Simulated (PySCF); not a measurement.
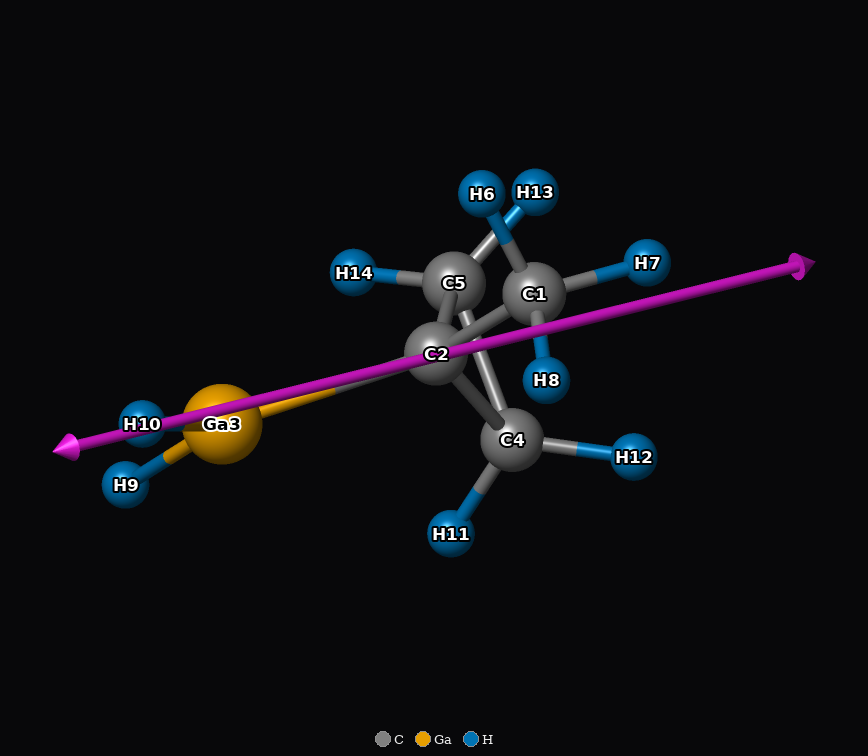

The double arrow shows the direction of the transition dipole to excited singlet state 3 (its length means nothing). The computed structure is the end point of a GFN2-xTB optimisation. No frequency run is at hand to confirm it as a minimum. Level of theory: TDDFT ωB97X-D/def2-SVPD, vertical, gas phase, core orbitals frozen in the response (PySCF 2.14.0).

### Give its energy, strength and character.

5.95 eV (208 nm), oscillator strength 0.027, mainly HOMO−1 → LUMO (weight 0.97); transition dipole 1.10 D.

The geometry is semi-empirical. Around Ga such bond lengths and angles can be off by a tenth of an ångström or more and by several degrees, and values that hang on the shape move with them.
